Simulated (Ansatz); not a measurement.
C2H8AlB

The calculation's input:

```
crystal:
  periodic: [false, false, false]
  atoms:
    - { symbol: C, position_ang: [-0.1713, 1.4609, -0.5041] }
    - { symbol: B, position_ang: [0.0117, 0.0202, 0.0091] }
    - { symbol: C, position_ang: [1.1274, -0.3065, 1.05] }
    - { symbol: Al, position_ang: [-1.1168, -1.4938, -0.694] }
    - { symbol: H, position_ang: [-0.0866, 1.5244, -1.635] }
    - { symbol: H, position_ang: [-1.2509, 1.8437, -0.2634] }
    - { symbol: H, position_ang: [0.5305, 2.2074, -0.0446] }
    - { symbol: H, position_ang: [1.906, -1.0228, 0.6154] }
    - { symbol: H, position_ang: [0.7094, -0.7266, 2.0195] }
    - { symbol: H, position_ang: [1.7179, 0.6134, 1.3624] }
    - { symbol: H, position_ang: [-2.3538, -1.1859, -1.7273] }
    - { symbol: H, position_ang: [-0.9466, -2.9896, -0.1541] }
basis:
  gaussian: { orbitals: "6-31G*" }
hamiltonian:
  xc: blyp
  dispersion: d4
relax:
  f_tol: 0.015
  max_steps: 40
output:
  orbitals: {}
```

Launched as:

```sh
ansatz run input.yaml --threads 1 --pin off --max-ram 2048MiB --backend cpu --events-out ev --progress --plain --runs-dir out
```

The fields are those of the relaxed geometry.

All numbers below come from RKS BLYP-D4/6-31G* in Ansatz 0.2.0.

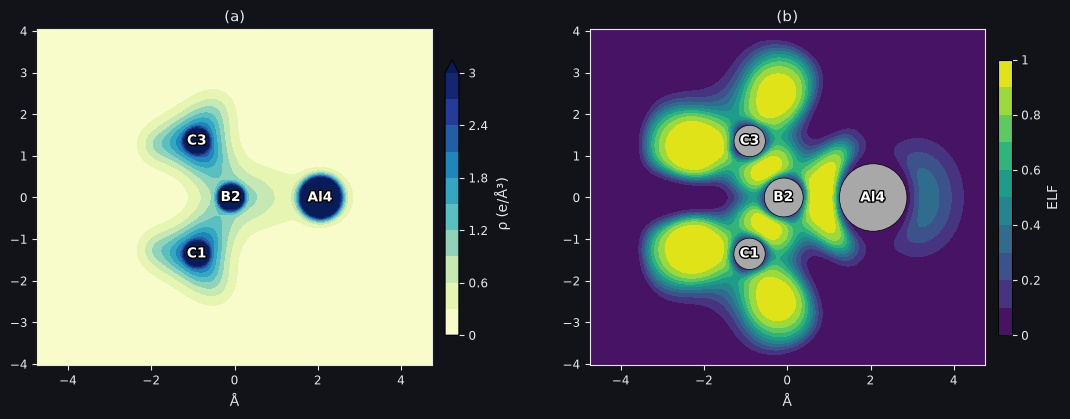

Figure 1. (a) electron density; (b) ELF on the plane of atoms C1, B2 and Al4. Grey discs cover the atomic cores in the ELF map.

Describe what can be read from this map.

Answer. The section cuts through C, B and Al sites.
C–B (1.58 Å): the density is about 1.4 e/Å³ at the midpoint; the ELF peaks at about 1 between the atoms, as expected for a shared electron pair.
Al–B (2.15 Å): ρ at the midpoint is about 0.58 e/Å³; the ELF peaks at about 1 between the atoms; a covalent bond.

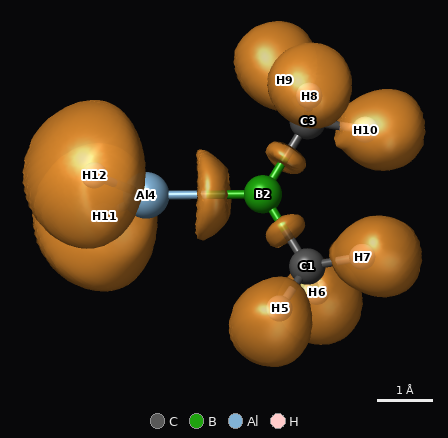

Figure 2. Isosurface of the ELF at 0.9 (orange), seen across its widest extent. Only the valence region is drawn (cores and ρ < 0.01 e/Å³ removed).

Identify the bonds, lone pairs and shells in this picture.

Answer. At this value the surface marks out one region between bonded Al–B atoms (shared pairs), two regions between bonded B–C atoms (shared pairs) and eight regions around hydrogen nuclei.

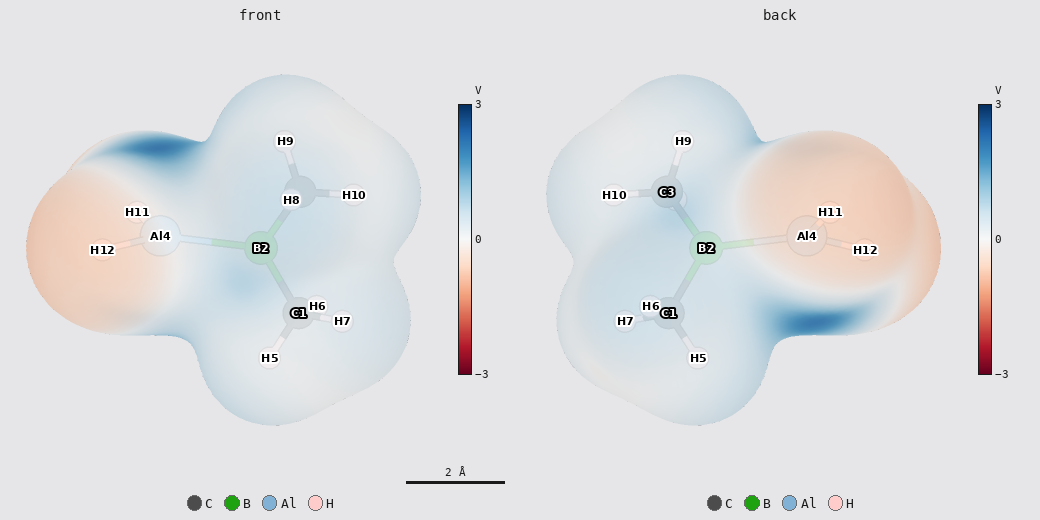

Figure 3. The molecular electrostatic potential painted on the density surface at 0.001 e/bohr³, seen from the front and from behind; the colour scale runs from red (negative) to blue (positive).

Describe the electrostatic potential map.

Answer. The most negative region (about −0.7 V, or −16 kcal/mol for a unit charge) lies over H11 and H12, the most positive (about +2.0 V, or +46 kcal/mol for a unit charge) over Al4.

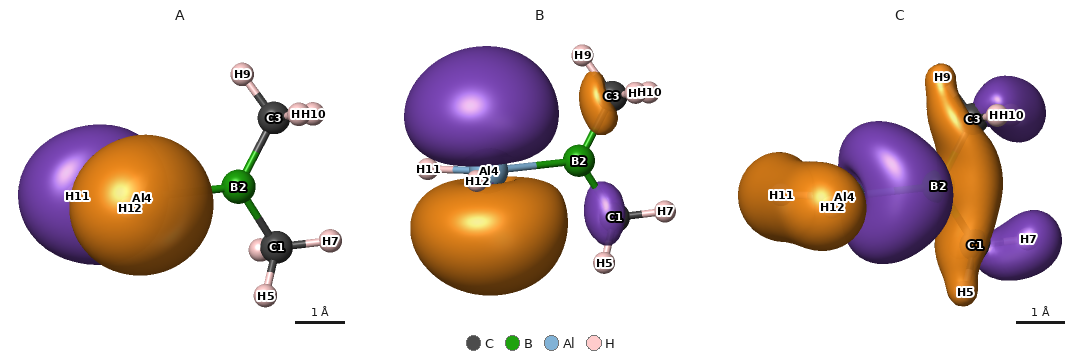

Figure 4. Three frontier orbitals at ±0.08 Å⁻³ᐟ² (orange and purple are the two phases), in no order.

Order the three orbitals by energy and name them.

Answer. A is the HOMO−1 (−6.69 eV). Its weight (Hirshfeld) is mainly on Al4 (about 35 %), H12 (about 30 %) and H11 (about 30 %). C is the HOMO (−5.35 eV). Its weight (Hirshfeld) is mainly on B2 (about 35 %), Al4 (about 30 %), C1 (about 10 %), C3 (about 10 %), H11 (about 5 %) and H12 (about 5 %). B is the LUMO (−1.94 eV). Its weight (Hirshfeld) is mainly on Al4 (about 75 %).

What is the HOMO–LUMO gap?

Answer. 3.41 eV between the orbital energies.
